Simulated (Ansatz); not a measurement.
# WSeS monolayer, Janus: relaxing the cell for a phonon run

Aim: bring WSeS monolayer, Janus to small forces and stress, as phonons need.

Method: DFT PBEsol, scalar-relativistic, plane waves, PAW, in Ansatz 0.2.0.

### Step 1. Starting point

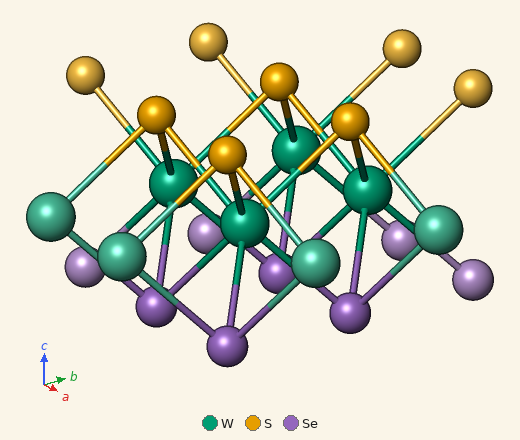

The starting structure, seen slightly off an axis (tungsten teal, sulfur orange, selenium purple). 2×2×1 cells are drawn. Some periodic images of atoms are drawn too.

The cell holds 3 atoms: 1 W, 1 S and 1 Se. Cell: a = 3.300 Å, b = 3.300 Å, c = 20.000 Å, α = 90.0°, β = 90.0°, γ = 120.0°. Vacuum lies along c.

### Step 2. A coarse first look

First a cheap look: the gap decides the mesh and the occupations, the pressure tells how far the cell has to move.

The program solves this slab on a cell height of its own, 30.4 Å, in place of the one typed.

input.yaml reads:

```yaml
crystal:
  lattice:
    - [3.3, 0.0, 0.0]
    - [-1.65, 2.85788, 0.0]
    - [0.0, 0.0, 20.0]
  atoms:
    - { symbol: W, position: [0.333333, 0.666667, 0.5] }
    - { symbol: S, position: [0.666667, 0.333333, 0.58] }
    - { symbol: Se, position: [0.666667, 0.333333, 0.415] }
  periodic: [true, true, false]
kpoints:
  mp_grid: { grid: [6, 6, 1] }
hamiltonian:
  xc: pbesol
scf:
  occupations: { method: gaussian, width: 0.1 }
output:
  forces: true
  stress: true
  eigenvalues: true
```

On the command line:

```sh
$ ansatz run input.yaml --threads 8 --pin off --max-ram 14336MiB --backend cpu --events-out ev --progress --plain --runs-dir out
```

Numbers of over 12 decimals in the logs are rounded to 6 here.

The log of the run:

```text
[...]
--- Band table (eV; the first three rows and the last of 7) ---
  k-point 0: bands = [... 14 lower, -7.5558, -6.7767, -6.7767, -5.6033, -2.8401, -2.8401, -2.4516, -2.4516]
  k-point 1: bands = [... 14 lower, -7.6938, -7.2306, -6.8348, -5.8761, -3.3558, -2.9666, -2.9578, -2.1009]
  k-point 2: bands = [... 14 lower, -8.2015, -7.3683, -6.8164, -6.5786, -3.2489, -3.2039, -2.2325, -1.4060]
  k-point 6: bands = [... 14 lower, -9.1625, -8.6172, -7.7569, -5.4616, -3.8765, -2.5204, -1.9614, -0.6576]
[key lines of the parts left out:]
SCF converged after 9 iterations
Free energy (F): -16567.696111 eV
Fermi energy:    -4.669065 eV
P = ½ c Tr σ = -6.3672 N/m
```

Wall time 1.1 s (8 threads of Arm Neoverse V1, shared host); peak memory 0.63 GiB.

A gap read on the k-mesh alone can miss the band edges.

This step gave:

```yaml
gap_on_the_k_mesh: 1.585 eV
direct_gap_on_mesh: 1.585 eV
area_per_atom: 3.144 Å²
```

The coarse mesh shows a gap of 1.59 eV.

### Step 3. Coarse relaxation

The start is far from rest, so a relaxation with loose tolerances brings it close first.

The program solves this slab on a cell height of its own, 30.4 Å, in place of the one typed.

input.yaml, as its differences from that of step 2:

```diff
@@ -11,3 +11,3 @@
 kpoints:
-  mp_grid: { grid: [6, 6, 1] }
+  mp_grid: { grid: [9, 9, 1] }
 hamiltonian:
@@ -20 +20,6 @@
   eigenvalues: true
+relax:
+  adjacent_minimum: "off"
+  f_tol: 0.05
+  max_steps: 80
+  cell: { stress_2d_tol: 0.02 }
```

The log of the run:

```text
[...]
Crystal: 3 atoms, lattice volume = 286.703 Å³
Basis set: ecut = 420 eV, 5705 PW (Γ), exchange–correlation on 48×48×432 points (8 copies of the dense FFT grid, shifted against one another)
Bands: 22, of which v1, the nominal top of the filled ones, is band 18 counted from 1 (17 counted from 0)
Symmetry: 6 space group operations
[...]
F+E_penalty+E_count = -16567.86257890 eV   max|allowed force component| = 2.598e-3 eV/Å   (the final SCF, on the basis selected at the relaxed cell)
  cell:  # Å, volume = 270.7454 Å³
    - [3.206848, 0, 0]
    - [-1.603424, 2.777212, 0]
    - [0, 0, 30.4]
  atoms:
    - { symbol: W, position: [0.333333, 0.666667, 0.329748] }
    - { symbol: S, position: [0.666667, 0.333333, 0.380184] }
    - { symbol: Se, position: [0.666667, 0.333333, 0.273620] }
[key lines of the parts left out:]
SCF converged after 8 iterations
Free energy (F): -16567.862579 eV
Fermi energy:    -4.546864 eV
P = ½ c Tr σ = 0.0078 N/m
```

The job ended after 11 s (8 threads; peak memory 0.78 GiB).

The steps of the relaxation:

```csv
step,energy less that of the first step (eV),largest force component (eV/Å),volume (Å³)
1,0.0000,1.5697,286.70
2,-0.1123,1.1666,268.54
3,-0.1610,0.2536,268.85
4,-0.1647,0.0267,271.58
5,-0.1649,0.0025,270.75
6*,-0.1644,0.0026,270.75
```

Relaxation steps marked * repeat the geometry before them on a plane-wave basis chosen anew for their cell, so energy and pressure can jump there.

The run keeps the 6 symmetry operations that it works with, so distortions that break them were not tested.

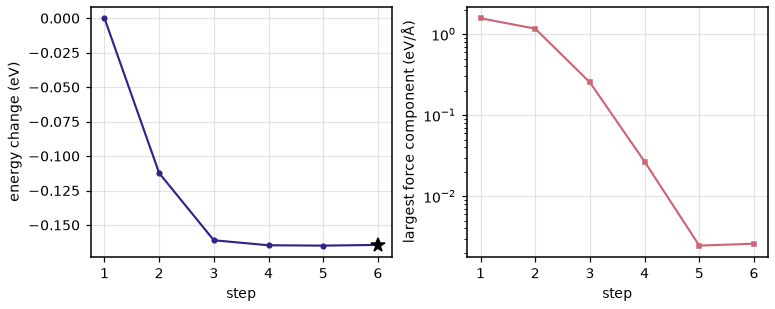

Energy and largest force along the relaxation. Stars mark steps on a basis chosen anew.

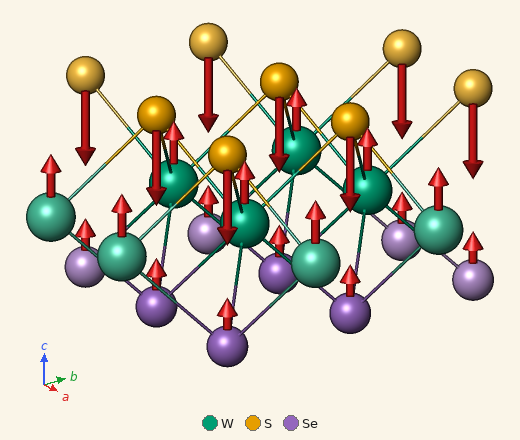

Displacements in the relaxation, exaggerated, measured against the changing cell; the longest in the cell stands for 0.04 Å. 2×2×1 cells are drawn. Some periodic images of atoms are drawn too.

```csv
cell as run,before,after,change
a (Å),3.300,3.207,-2.8 %
b (Å),3.300,3.207,-2.8 %
```

The atoms that moved most (Å, along periodic axes as changes of fractional coordinates times the final cell, across vacuum about the mean position):

```csv
atom,dx,dy,dz,length
S2,0.000,0.000,-0.042,0.042
W1,0.000,0.000,0.024,0.024
Se3,0.000,0.000,0.018,0.018
```

Final coordinates:

```
W S Se
1.0
     3.20685    0.00000    0.00000
    -1.60342    2.77721    0.00000
     0.00000    0.00000   30.40000
W S Se
1 1 1
Direct
  0.33333 0.66667 0.32975
  0.66667 0.33333 0.38018
  0.66667 0.33333 0.27362
```

This step gave:

| Quantity | Value |
| --- | --- |
| gap on the k-mesh | 1.831 eV |
| direct gap on mesh | 1.831 eV |
| area per atom | 2.969 Å² |

The relaxation ends with a largest force component of 0.0026 eV/Å.

### Step 4. Relaxation

The cell and atoms are relaxed, since residual forces and stress would shift the frequencies.

input.yaml reads:

```yaml
crystal:
  lattice:
    - [3.2068484119, 0.0, 0.0]
    - [-1.6034242059, 2.7772121908, 0.0]
    - [0.0, 0.0, 30.4]
  atoms:
    - { symbol: W, position: [0.3333333333, 0.6666666667, 0.3297484388] }
    - { symbol: S, position: [0.6666666667, 0.3333333333, 0.3801840625] }
    - { symbol: Se, position: [0.6666666667, 0.3333333333, 0.2736201302] }
  periodic: [true, true, false]
kpoints:
  mp_grid: { grid: [12, 12, 1] }
hamiltonian:
  xc: pbesol
scf:
  occupations: { method: gaussian, width: 0.02 }
output:
  forces: true
  stress: true
  eigenvalues: true
relax:
  adjacent_minimum: "off"
  f_tol: 0.005
  max_steps: 80
  cell: { stress_2d_tol: 0.02 }
```

The log of the run:

```text
[...]
Crystal: 3 atoms, lattice volume = 270.745 Å³
Basis set: ecut = 420 eV, 5357 PW (Γ), exchange–correlation on 48×48×432 points (8 copies of the dense FFT grid, shifted against one another)
Bands: 22, of which v1, the nominal top of the filled ones, is band 18 counted from 1 (17 counted from 0)
Symmetry: 6 space group operations
[...]
k-points: 19 of 144 (time reversal used)
[...]
SCF iter   1: F=—  HF=-16567.876995 eV  |F-HF|=—  |Δ(HF+E_count)|=         —  Δρ=3.84e-3  dr2=2.20e-1  ethr=1.77e-3  ⟨swp⟩=15.4  Hψ=3465  notcnv=0
[...]
SCF iter   9: F=-16567.862705 eV  HF=-16567.862705 eV  |F-HF|=1.35e-8  |Δ(HF+E_count)|=   1.55e-7  Δρ=1.42e-6  dr2=6.53e-9  ethr=2.78e-10  ⟨swp⟩=10.2  Hψ=2284  notcnv=0
SCF 1 converged in 9 iterations: F = -16567.862705 eV  dr2 = 6.53e-9
[...]
relax step   1: F+E_penalty+E_count = -16567.86270544 eV  Δ(F+E_penalty+E_count) = +0.000e0 eV  max|allowed force component| = 2.407e-3 eV/Å  Δτ_max = 0.0000 Å  P = +0.008 N/m  Ω = 270.745 Å³  fix = [c, alpha, beta]  reactions: c +0.000 N/m  (9 SCF iters, dr2 threshold 1.00e-7 eV, accepted)
[...]
SCF iter   1: F=—  HF=-16567.862708 eV  |F-HF|=—  |Δ(HF+E_count)|=         —  Δρ=1.54e-6  dr2=6.81e-9  ethr=9.57e-8  ⟨swp⟩=6.9  Hψ=5678  notcnv=0
eigensolver tolerance schedule: the retry pair's looser diagonalisation over-reported the residual by 5057.25 of it (diagonalisation noise at 0.19 of the residual, at the tolerance the schedule requests for it); recorded, not acted on — ethr = c·dr2/N_el stays at c = 1.0e-1
[...]
SCF iter   2: F=—  HF=-16567.862705 eV  |F-HF|=—  |Δ(HF+E_count)|=   2.62e-6  Δρ=6.87e-7  dr2=2.29e-9  ethr=1.89e-11  ⟨swp⟩=6.1  Hψ=1602  notcnv=0
[...]
SCF iter   7: F=-16567.862705 eV  HF=-16567.862705 eV  |F-HF|=1.46e-11  |Δ(HF+E_count)|=  4.29e-10  Δρ=1.79e-8  dr2=7.75e-13  ethr=1.00e-12  ⟨swp⟩=11.1  Hψ=3058  notcnv=0
SCF 2 converged in 7 iterations: F = -16567.862705 eV  dr2 = 7.75e-13
relax step   2: F+E_penalty+E_count = -16567.86270545 eV  Δ(F+E_penalty+E_count) = -2.801e-9 eV  max|allowed force component| = 2.392e-3 eV/Å  Δτ_max = 0.0000 Å  P = +0.008 N/m  Ω = 270.745 Å³  fix = [c, alpha, beta]  reactions: c +0.000 N/m  stress off target by 8.11e-3 N/m on what of the cell is left free  SCF on the basis re-selected at this cell (its energy is not comparable with the rows above)  (7 SCF iters)
basis re-selected at this cell: Δ(F+E_penalty+E_count) = -2.801e-9 eV, ΔP = -0.000 N/m vs the last step (what re-selecting the basis moved, of the pressure what is left beyond the Pulay correction that the steps carried, after the strain that the cell walked since its last selection, with what the two solves' SCF thresholds leave and, on support functions, any second-order correction that the steps lacked; it is no m [...]
SCF converged after 7 iterations
Free energy (F): -16567.862705 eV
[...]
Internal energy: -16567.862705 eV  (E = F + TS)
E sigma→0 (E₀):  -16567.862705 eV
Fermi energy:    -4.549734 eV
[...]
--- Forces (eV/Å), atoms counted from 1 ---
  atom   1  W     -0.00000000     0.00000000    -0.00215371
  atom   2  S     -0.00000000     0.00000000     0.00239256
  atom   3  Se     0.00000000    -0.00000000    -0.00023844
  max |Σ_I F_I| component: 4.05e-7 eV/Å
--- 2D stress c σ (N/m, compression-positive) ---
        0.008111       0.000000       0.000000
        0.000000       0.008111       0.000000
        0.000000       0.000000       0.000000
  P = ½ c Tr σ = 0.0081 N/m
--- Band table (eV; the first three rows and the last of 19) ---
  k-point 0: bands = [... 14 lower, -7.7596, -6.6843, -6.6843, -5.6002, -2.4197, -2.4197, -2.1483, -2.1483]
  k-point 1: bands = [... 14 lower, -7.9165, -6.8433, -6.7032, -5.6341, -2.6198, -2.5374, -2.3491, -2.1470]
  k-point 2: bands = [... 14 lower, -7.9045, -7.1191, -6.8644, -5.8522, -3.2178, -2.6068, -2.6029, -1.7211]
  k-point 18: bands = [... 14 lower, -9.2676, -8.7820, -7.8099, -5.4625, -3.6312, -2.3713, -1.5496, 0.0012]
--- Relaxed structure (1 steps of the walk, 1 accepted, 1 SCFs on fresh bases) ---
[...]
cell:  # Å, volume = 270.7454 Å³
    - [3.206848, -2.886759078764964e-11, 0.0]
    - [-1.603424, 2.777212, 0.0]
    - [0.0, 0.0, 30.4]
  atoms:
    - { symbol: W, position: [0.333333, 0.666667, 0.3297484388] }
    - { symbol: S, position: [0.666667, 0.333333, 0.3801840625] }
    - { symbol: Se, position: [0.666667, 0.333333, 0.2736201302] }
```

Elapsed: 5.7 s, on 8 threads; peak memory 0.77 GiB.

Little changed from the start: no atom moved by 0.005 Å and no cell edge by 0.1 %.

Numbers from this step:

| Item | Value |
| --- | --- |
| gap on the k-mesh | 1.826 eV |

### Step 5. Relaxing to small forces for the phonons

Phonons need a cell at rest on their own settings, so the relaxation is repeated with tight tolerances on forces and stress, using the mesh and the filling of the phonon run that follows.

input.yaml, as its differences from that of step 4:

```diff
@@ -15,3 +15,3 @@
 scf:
-  occupations: { method: gaussian, width: 0.02 }
+  occupations: { method: fixed }
 output:
@@ -22,4 +22,4 @@
   adjacent_minimum: "off"
-  f_tol: 0.005
-  max_steps: 80
-  cell: { stress_2d_tol: 0.02 }
+  f_tol: 0.001
+  max_steps: 60
+  cell: { stress_2d_tol: 0.002 }
```

The log of the run:

```text
[...]
Crystal: 3 atoms, lattice volume = 270.745 Å³
Basis set: ecut = 420 eV, 5357 PW (Γ), exchange–correlation on 48×48×432 points (8 copies of the dense FFT grid, shifted against one another)
Bands: 22, of which v1, the nominal top of the filled ones, is band 18 counted from 1 (17 counted from 0)
Symmetry: 6 space group operations
[...]
k-points: 19 of 144 (time reversal used)
[...]
--- Relaxed structure (2 steps of the walk, 2 accepted, 1 SCFs on fresh bases) ---
[...]
cell:  # Å, volume = 270.7651 Å³
    - [3.206965, -2.886863973313352e-11, 0]
    - [-1.603482, 2.777313, 0]
    - [0, 0, 30.4]
  atoms:
    - { symbol: W, position: [0.333333, 0.666667, 0.329747] }
    - { symbol: S, position: [0.666667, 0.333333, 0.380186] }
    - { symbol: Se, position: [0.666667, 0.333333, 0.273619] }
[key lines of the parts left out:]
SCF converged after 10 iterations
Free energy (F): -16567.862706 eV
Fermi energy:    -5.462487 eV
P = ½ c Tr σ = -0.0018 N/m
```

The job ended after 8.6 s (8 threads; peak memory 0.77 GiB; 62 s of CPU time).

Little changed from the start: no atom moved by 0.005 Å and no cell edge by 0.1 %.

The largest force component left is 0.64 meV/Å, within the tolerances set.

### Step 6. Results

- space group after relaxation (within 0.01 Å): P3m1
- lattice constant a: 3.207 Å
- lattice constant b: 3.207 Å
- area per atom: 2.97 Å²
- gap on the k-mesh: 1.83 eV

**Reading.** The largest force component left is 0.64 meV/Å, within the tolerances set. The relaxation keeps the symmetry of its start, so it says nothing on stability against lower symmetry. Spin-orbit coupling is left out, which can matter for the heavy elements here. The starting cell was built on a prototype and not taken from a measurement.

[Logs are printed without paths, hosts, clocks, repeated set-up lines and the standing remarks that a program may print on its own settings, such as how far it seeks lower states.]

[Hosts, paths, dates, database ids (printed as entryN), source tags and the programs' standing remarks are cut or masked in the printed files.]
